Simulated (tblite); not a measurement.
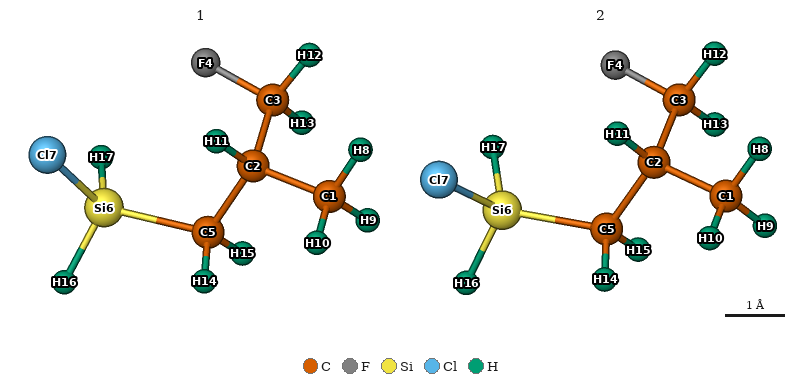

Two geometries of C₄H₁₀ClFSi, drawn at one scale. One is the start of a relaxation, the other its converged end. The picture is a ball-and-stick view, seen at a tilt.

Computed with tblite 0.8.0, GFN2-xTB geometry optimisation, gas phase. 

### Which of the two is the end point?

Structure 1 is the relaxed one. Cl7 moves most after the best rigid fit: 0.50 Å. By element the largest moves are Cl 0.50 Å, H 0.33 Å, F 0.25 Å, C 0.14 Å, Si 0.10 Å. Some distances before and after: C5–Si6 1.866 → 1.910 Å, Si6–Cl7 2.055 → 2.015 Å, Si6–H17 1.489 → 1.456 Å, C3–F4 1.346 → 1.375 Å. Bond angles that change, for instance: C5–Si6–H16 109.9° → 107.0°, Si6–C5–H14 105.3° → 107.9°, C2–C5–Si6 118.6° → 116.1°. Over 81 geometry steps the energy falls by 10.3 kJ/mol. The run took 0.61 s on 1 thread of Arm Neoverse V1, on a shared host.
